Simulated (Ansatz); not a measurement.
## Electronic structure of CHBrGe in real space

```yaml
atoms:
  - { symbol: C, position_ang: [-0.0616, -0.1569, -0.0460] }
  - { symbol: Br, position_ang: [0.1400, 1.5325, 0.8697] }
  - { symbol: Ge, position_ang: [-1.5056, 0.1397, -1.0835] }
  - { symbol: H, position_ang: [0.6888, -0.9017, 0.2303] }
```

Geometry: PBE0-D3(BJ)/def2-SVP.

Method: isolated molecule in a Gaussian basis; Kohn-Sham density functional theory, functional PBE0 (Ansatz 0.2.0).

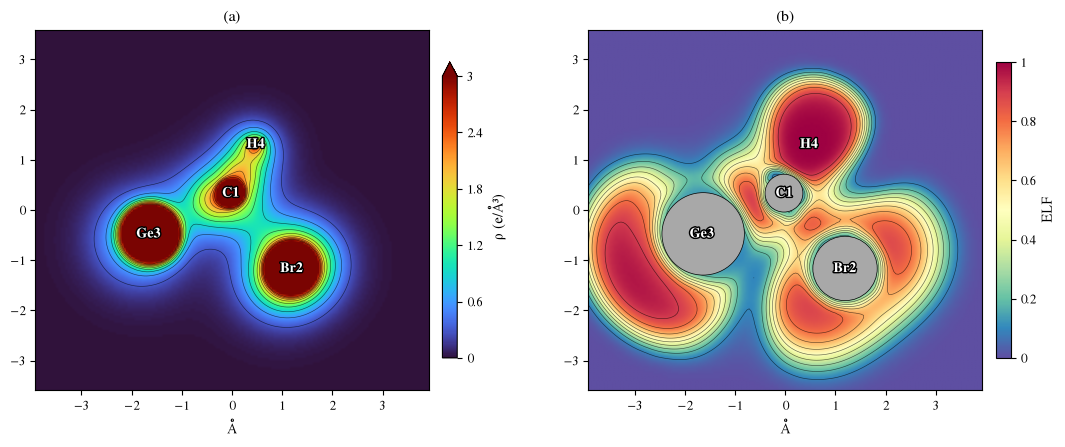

Figure 1. (a) electron density; (b) ELF on the molecular plane. Grey discs cover the atomic cores in the ELF map.

Question: Interpret the plot.

Answer: The section cuts through C, Br, Ge and H sites. C–Ge (1.80 Å): ρ is about 1.1 e/Å³ halfway; the ELF peaks at about 0.90 in the valence shell of C, 0.7 Å from its nucleus, and is about 0.50 at the midpoint. C–Br (1.93 Å): ρ is about 1 e/Å³ halfway; the ELF peaks at about 0.80 between the atoms; a covalent bond. Ge–Br (2.91 Å): ρ is about 0.31 e/Å³ halfway; the ELF peaks at about 0.60 in the valence shell of Br, 0.9 Å from its nucleus, and is about 0.30 at the midpoint. C–H (1.09 Å): the density is about 2 e/Å³ at the midpoint; the ELF climbs to about 1 towards the hydrogen, as it does in any bond to H: a covalent bond by its length. The ELF also peaks beside Br2, away from the bonds: lone-pair regions.

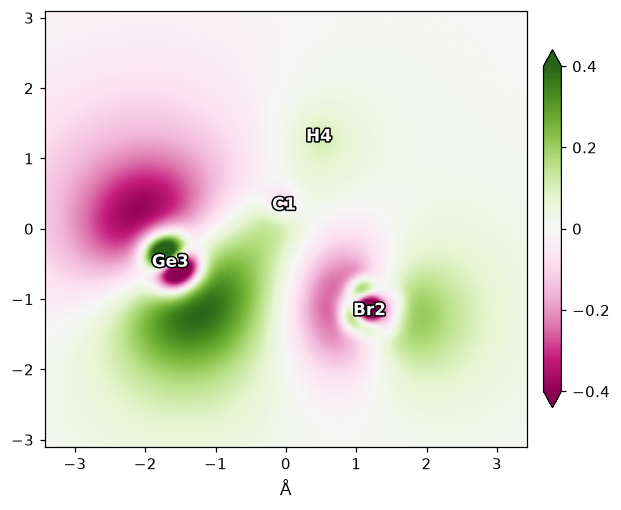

Figure 2. The LUMO on the molecular plane (values in Å⁻³ᐟ²; the overall sign is arbitrary).

Question: What is the character of this orbital?

Answer: By Hirshfeld shares it lies mainly on Ge3 (about 80 %) and Br2 (about 15 %); it is symmetric in the molecular plane (an in-plane orbital: σ, lone-pair or in-plane π type). Its energy is −2.72 eV.

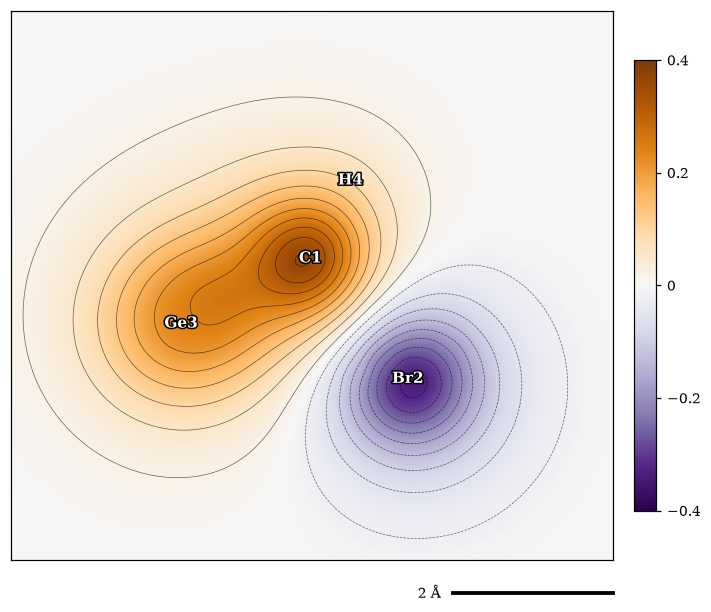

Figure 3. The HOMO on a plane 0.8 Å above the molecular plane (values in Å⁻³ᐟ²; the overall sign is arbitrary).

Question: Describe this orbital and give its energy.

Answer: Its weight (Hirshfeld) is mainly on Ge3 (about 35 %), C1 (about 35 %) and Br2 (about 30 %); it changes sign across the molecular plane (π type); π-bonding across C1–Ge3; π-antibonding (a node) across C1–Br2 and Br2–Ge3. Its energy is −6.09 eV.
